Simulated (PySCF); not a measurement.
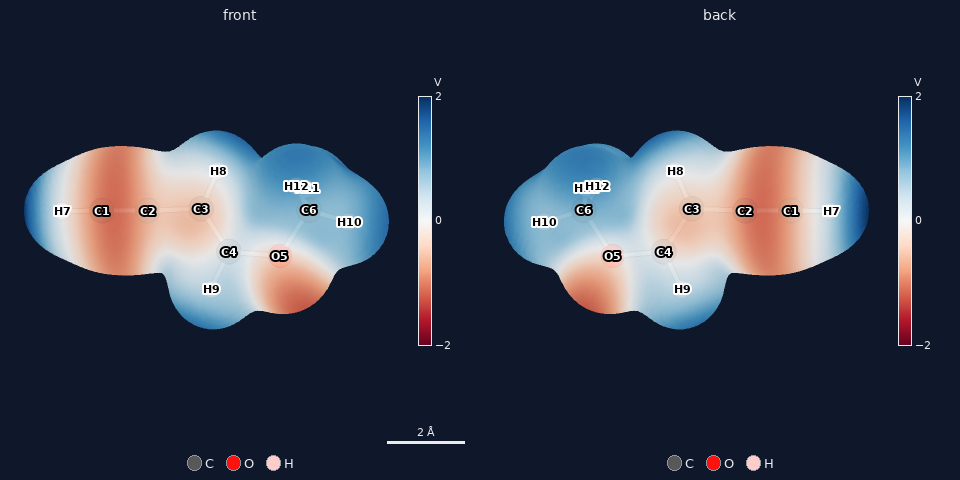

C$_{5}$H$_{6}$O. The electrostatic potential painted on the density surface at 0.004 e/bohr³, seen from the front and from behind; red is negative and blue positive.

Geometry: GFN2-xTB.

Theory: PBE0/pcSseg-1, SCF density, gas phase, non-relativistic (PySCF).

```yaml
atoms:
  - { symbol: C, position_ang: [3.0668, -0.3463, 1.2096] }
  - { symbol: C, position_ang: [1.9338, -0.1652, 0.8547] }
  - { symbol: C, position_ang: [0.6027, 0.0879, 0.4697] }
  - { symbol: C, position_ang: [-0.0235, -0.6783, -0.4272] }
  - { symbol: O, position_ang: [-1.2865, -0.5625, -0.8917] }
  - { symbol: C, position_ang: [-2.0732, 0.4909, -0.3873] }
  - { symbol: H, position_ang: [4.0569, -0.5163, 1.5096] }
  - { symbol: H, position_ang: [0.1291, 0.9346, 0.9462] }
  - { symbol: H, position_ang: [0.4715, -1.5213, -0.8905] }
  - { symbol: H, position_ang: [-3.0402, 0.4091, -0.8803] }
  - { symbol: H, position_ang: [-2.2086, 0.4022, 0.6955] }
  - { symbol: H, position_ang: [-1.6277, 1.4645, -0.6165] }
```

> Which sites attract a positive test charge, and which a negative one?

A positive charge is drawn to the negative regions and a negative charge to the positive ones. The most negative region (about −1.2 V, or −28 kcal/mol for a unit charge) lies over O5, the most positive (about +1.9 V, or +44 kcal/mol for a unit charge) over H7. O5 is the likeliest acceptor of a hydrogen bond.
